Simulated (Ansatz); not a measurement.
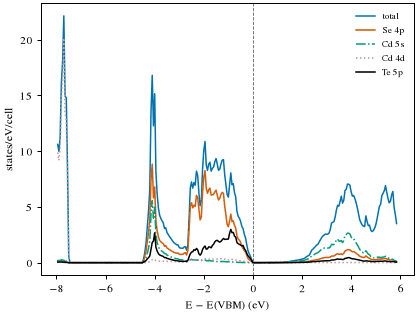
Total and projected density of states of Cd$_{4}$TeSe$_{3}$ in space group Pmm2 (No. 25; Pearson symbol oP8), the program Ansatz at the r²SCAN level (PAW)

Problem. Which orbitals carry the states next to the gap?

Solution. Top 1 eV of the valence band: Se 4p 50 %, Te 5p 41 %. Bottom 1 eV of the conduction band: Cd 5s 58 %, Se 4p 16 %, Se 4s 13 %, Te 5p 6 %. Projections are on Löwdin-orthogonalised atomic valence shells; empty p or d shells of many metals are not among them.

The workflow started from a Materials Project entry (that database holds measured and hypothetical structures alike); the Crystallography Open Database copy checked does not list it. Whether it is the stable phase at ambient conditions was not checked. The cell was relaxed with r²SCAN under the symmetry of its start; whether a distortion lowers the energy is not shown. Spin–orbit coupling is left out wherever it is not named.

Potentials: the later of the program's two PAW sets.
